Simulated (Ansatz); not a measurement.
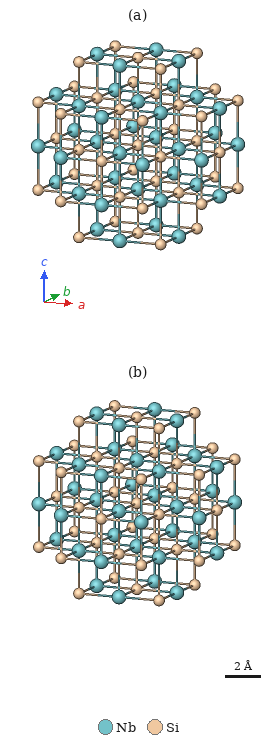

The structure of crystalline NbSi (a generated structure, set up in Fm-3m) before (top) and after (bottom) a relaxation, at one scale.

A ball-and-stick model of the conventional cell (4 times the calculation's cell), seen slightly off an axis. Lengths and directions refer to the drawn axes.

The run lets cell and atoms move.

These are results of Ansatz, Kohn-Sham DFT of a periodic cell, PBEsol, Ansatz PAW, not measurements.

Input
```yaml
crystal:
  lattice:
    - [0.0, 2.57383, 2.57383]
    - [2.57383, 0.0, 2.57383]
    - [2.57383, 2.57383, 0.0]
  atoms:
    - { symbol: Nb, position: [0.0, 0.0, 0.0] }
    - { symbol: Si, position: [0.5, 0.5, 0.5] }
hamiltonian:
  xc: pbesol
  pseudopotentials: { kind: paw }
kpoints:
  mp_grid: { grid: [9, 9, 9] }
scf:
  occupations: { method: fermi_dirac, width: 0.05 }
output:
  forces: true
  stress: true
  eigenvalues: true
relax:
  f_tol: 0.01
  max_steps: 40
  cell: { stress_tol: 0.05, p_target: 5.0 }
```

Run as
```bash
ansatz run input.yaml --threads 2 --pin off --max-ram 5632MiB --backend cpu --events-out ev --progress --plain --runs-dir out
```

Summarise the run.

The atoms keep their places relative to the cell (all moves are under 0.005 Å). Cell: a = b = c 5.148 → 5.049 Å (−1.9 %). Volume −5.6 %. Near-neighbour distances that change, for instance: Nb–Si 2.574 → 2.524 Å. The space group stays Fm-3m (No. 225). Over 3 accepted moves (4 points after the start) the energy rises by 0.5 meV per atom. With the target pressure of 5 GPa, the enthalpy E + pV changes by −29.5 meV per atom. All forces vanish by symmetry, so only the cell relaxes. The pressure goes from −4.37 to 4.97 GPa. At 1 point the geometry stayed and the basis and grid were re-selected for the new cell (energy shift of 0.1 meV per atom at most each time).
